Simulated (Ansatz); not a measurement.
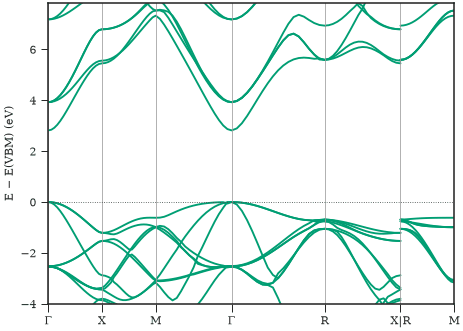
*Band structure from plane-wave PAW r²SCAN (Ansatz code)*

Question: Read off the gap and where the band edges lie.

Answer: About 2.8 eV (2.82 eV by a search for the band edges); maximum at Γ, minimum at Γ.

Question: Which of these materials gives this?
(A) MgTlF3, cubic perovskite
(B) AlGa3N4, P-43m (Al on 1a, Ga on 3c, N on 4e)
(C) CsPbCl3, cubic perovskite
(D) BaHfO3, cubic perovskite

Answer: B, AlGa3N4, P-43m (Al on 1a, Ga on 3c, N on 4e)

The workflow started from a Materials Project entry (that database holds measured and hypothetical structures alike); the Crystallography Open Database copy checked does not list it. With Al and Ga taken as one species the cell has the higher symmetry F-43m, so it may be an ordered model of a mixed-site phase. Its standing as an ambient phase is unchecked. The r²SCAN relaxation kept the symmetry of its start; whether a distortion lowers the energy is not shown. Scalar-relativistic: spin–orbit coupling is off unless named, which matters more the heavier the elements.

Potentials: the later of the program's two PAW sets.
